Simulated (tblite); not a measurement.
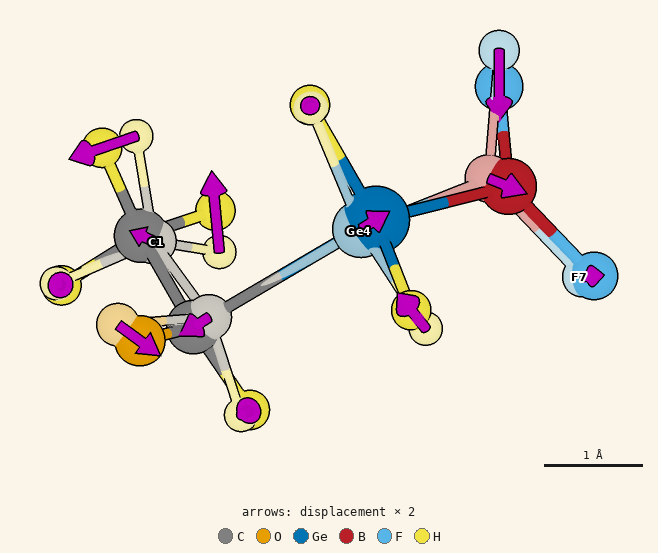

A relaxation of C$_{2}$H$_{6}$BF$_{2}$GeO (multiplicity 2). The starting structure is drawn faded, the final one solid; purple arrows show the displacements, 2 times their true length. The two geometries are superimposed by the best rigid fit.

Style: ball-and-stick. Shown from a free direction.

All numbers below come from GFN2-xTB geometry optimisation, gas phase in tblite 0.8.0. 

**What happened in the run?**

After 100 geometry steps the energy has fallen by 118.7 kJ/mol. The atom that moves furthest after the best rigid fit is an H atom (0.45 Å). Largest moves by element: H 0.45 Å, F 0.43 Å, O 0.28 Å, B 0.23 Å, C 0.20 Å, Ge 0.19 Å. Some distances before and after: C–Ge 1.956 → 2.343 Å, C–O 1.398 → 1.243 Å, B–F 1.445 → 1.319 Å, Ge–H 1.563 → 1.504 Å. Among the angles between lasting bonds that change: C–C–O 110.1° → 122.4°, Ge–C–H 106.9° → 95.0°, O–C–Ge 105.7° → 94.0°.
